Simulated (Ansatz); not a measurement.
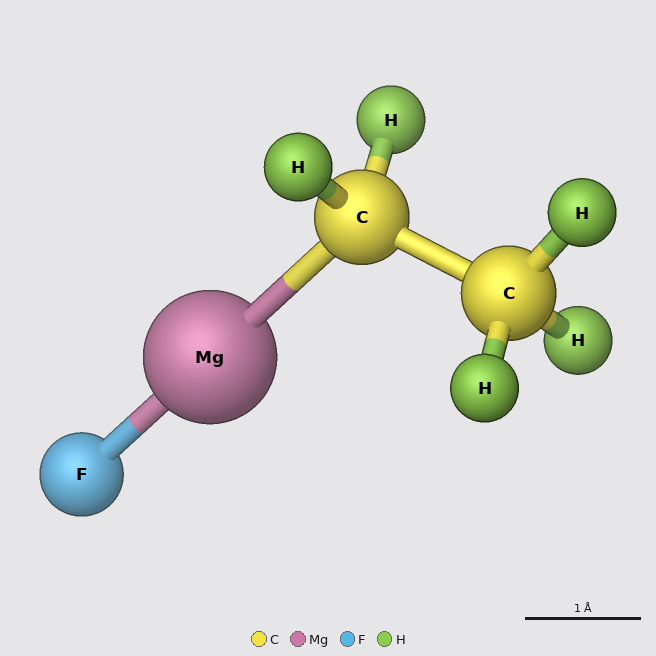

A ball-and-stick model of a molecule. Every bond is drawn as one stick, whatever its order.

The computed structure is the end point of a PBE0-D4/def2-TZVP optimisation. No frequency run is at hand to confirm it as a minimum.

What does the picture show?

The molecule is C2H5FMg. SMILES: `C[CH2][Mg][F]`. The point group is Cs. Coordination: 2 C tetrahedral; 1 Mg linear.

The parts below concern this one geometry. Atoms keep their numbers from picture to picture.

## Geometry

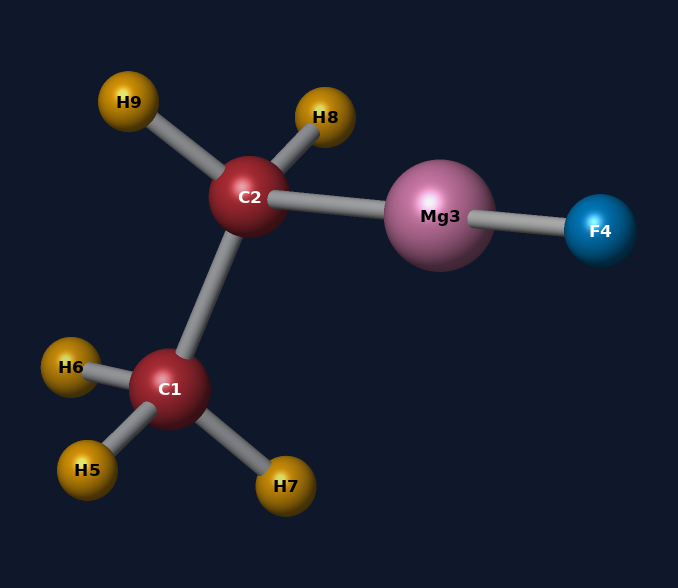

No frequency run is at hand to confirm it as a minimum.

Which atoms are bonded, and how long are the bonds?

```tsv
bond	length (Å)
C1–C2	1.530
C1–H5	1.094
C1–H6	1.096
C1–H7	1.094
C2–Mg3	2.087
C2–H8	1.097
C2–H9	1.097
Mg3–F4	1.761
```

## Electronic properties

No frequency run is at hand to confirm it as a minimum. Level of theory: RKS PBE0-D4/def2-TZVPP (Ansatz 0.2.0).

Estimate the dispersion correction.

−9.6 kJ/mol.

## Dipole moment

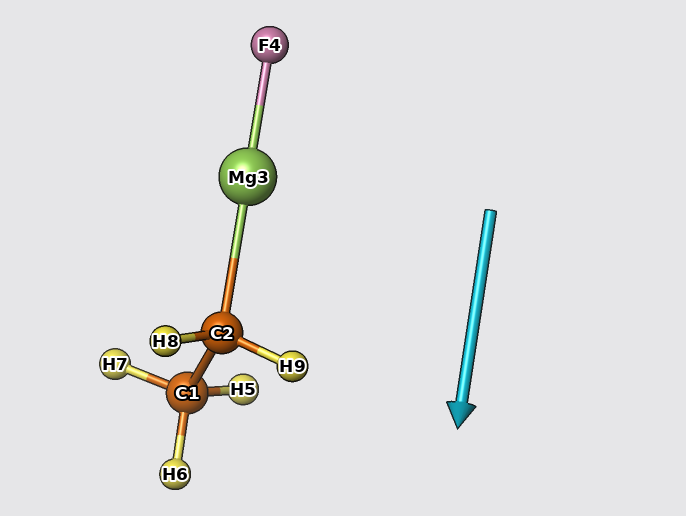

The arrow beside the molecule shows the direction of the dipole moment, from the negative to the positive end (its length means nothing). No frequency run is at hand to confirm it as a minimum. Level of theory: RKS PBE0-D4/def2-TZVP (Ansatz 0.2.0).

How large is the dipole moment?

2.15 D; it points from the side of F4 to the side of H6 (the outermost atoms at the two ends).

## Charges

The questions are on Mulliken charges. No frequency run is at hand to confirm it as a minimum. Level of theory: RKS PBE0-D4/def2-TZVP (Ansatz 0.2.0).

List the Mulliken charges.

| atom | value (e) |
| --- | --- |
| C1 | −0.35 |
| C2 | −0.60 |
| Mg3 | 0.88 |
| F4 | −0.57 |
| H5 | 0.12 |
| H6 | 0.12 |
| H7 | 0.12 |
| H8 | 0.14 |
| H9 | 0.14 |

Mulliken values depend strongly on the basis set and can even reverse the polarity of a bond.
